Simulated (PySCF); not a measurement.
**C₅H₁₅AlOSi (SMILES [AlH3-][O+]1CCC[C@H]1C[SiH3]): density, localisation and related maps**

```xyz
23

Al   -1.2793    2.0370    1.5564
O    -0.7100    0.5149    0.4284
C    -1.6827   -0.1513   -0.3949
C    -0.9533   -1.3725   -0.9102
C    -0.0684   -1.7460    0.2763
C     0.3282   -0.3997    0.8863
C     1.6865    0.1532    0.4922
Si    2.0506    0.4265   -1.3458
H    -2.0626    2.9020    0.4567
H    -2.1769    1.2377    2.6286
H     0.1566    2.5465    2.0629
H    -1.9999    0.5593   -1.1696
H    -2.5526   -0.4166    0.2301
H    -1.6422   -2.1771   -1.2020
H    -0.3487   -1.1155   -1.7938
H    -0.6448   -2.3326    1.0075
H     0.8108   -2.3403   -0.0099
H     0.2508   -0.4292    1.9854
H     1.8172    1.1269    0.9943
H     2.4657   -0.5100    0.9046
H     2.1282   -0.8761   -2.0806
H     1.0021    1.2689   -1.9943
H     3.3731    1.1087   -1.4645
```

Geometry: PBE0-D3(BJ)/def2-SVP.

Computed with PBE0/pcSseg-1, SCF density, gas phase, non-relativistic (PySCF 2.14.0).

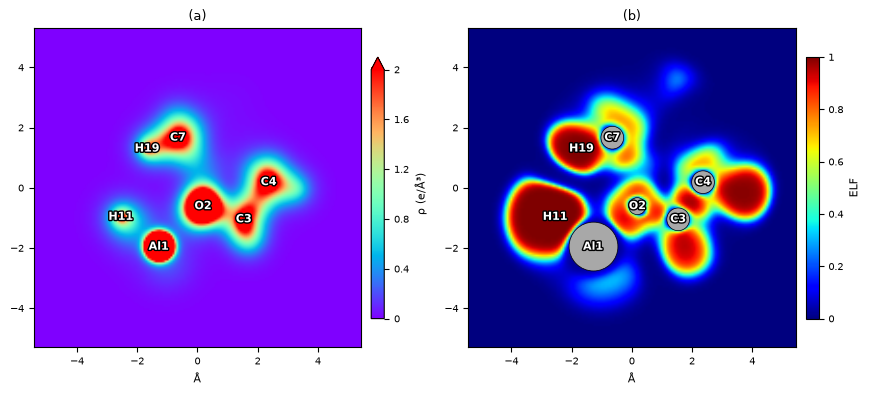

Figure 1. (a) total electron density; (b) electron localisation function on the plane of atoms O2, Al1 and H11. Grey discs cover the atomic cores in the ELF map.

What do the fields say about this system?

The section cuts through Al, O, C and H sites.
C–O (1.44 Å): the density is about 1.9 e/Å³ at the midpoint, with its minimum of 1.6 e/Å³ about 0.5 Å from C; the ELF peaks at about 0.90 between the atoms (a polar covalent bond).
C–C (1.51 Å): the density is about 1.7 e/Å³ at the midpoint; the ELF peaks at about 0.95 between the atoms: a covalent bond.
Al–O (1.98 Å): ρ at the midpoint is about 0.43 e/Å³; the ELF peaks at about 0.90 in the valence shell of O, 0.6 Å from its nucleus, and is about 0.50 at the midpoint.
C–H (1.10 Å): the density is about 1.9 e/Å³ at the midpoint; the ELF climbs to about 1 towards the hydrogen, as it does in any bond to H: a covalent bond by its length.
Al–H (1.61 Å): the density is about 0.52 e/Å³ at the midpoint; the ELF climbs to about 1 towards the hydrogen.

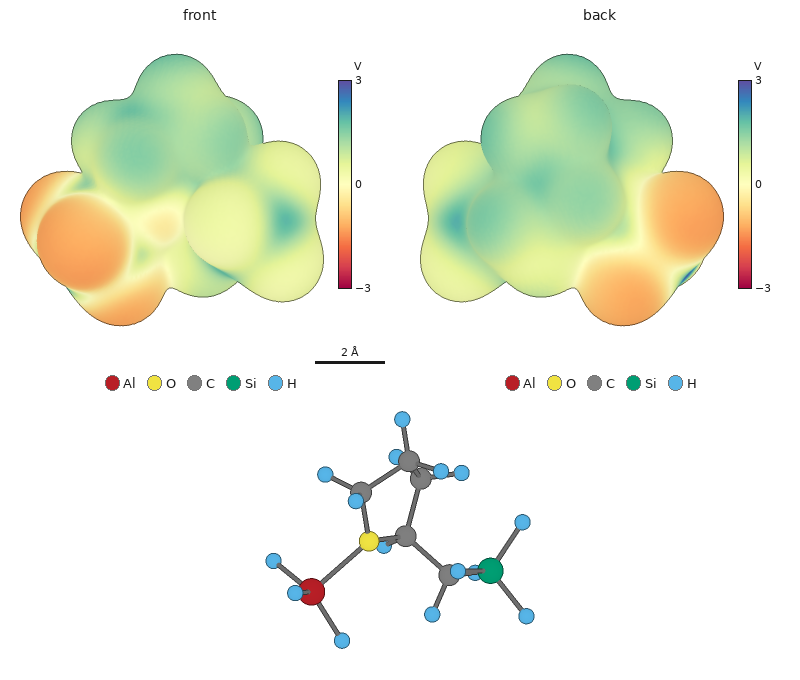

Figure 2. The electrostatic potential painted on the density surface at 0.004 e/bohr³, seen from the front and from behind; red is negative and blue positive. The bare structure is drawn below in the same view.

Where is the surface potential most negative and most positive?

The most negative region (about −1.3 V) lies over H9 and H10, the most positive (about +2.2 V) over Al1.

How polar is the molecule by this calculation?

Its dipole moment is 5.64 D.
